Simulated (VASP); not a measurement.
Band structure of CaCd₃O₄ (ordered alloy cell). Computed with PBEsol GGA, VASP's PBE PAW potentials (set 64) (plane waves; VASP).

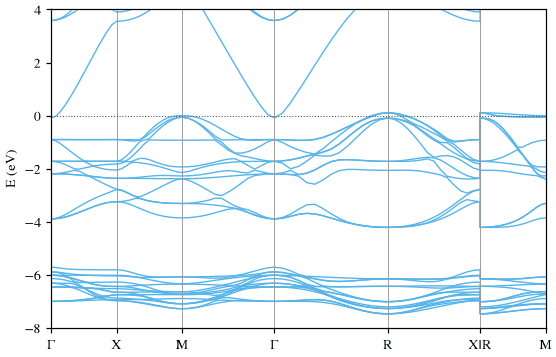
*Bands along high-symmetry lines, zero at the valence-band maximum or, without a gap, the Fermi level*

Task: Read the plot: is there a gap, and where are the band edges?

Result: It has no gap at this level: it comes out as a metal or semimetal. (Edges off the drawn lines would not show.)

The structure was generated: CaCd3O4 was put into an ordered model structure (Pm-3m), which need not be its known phase. It was relaxed first.
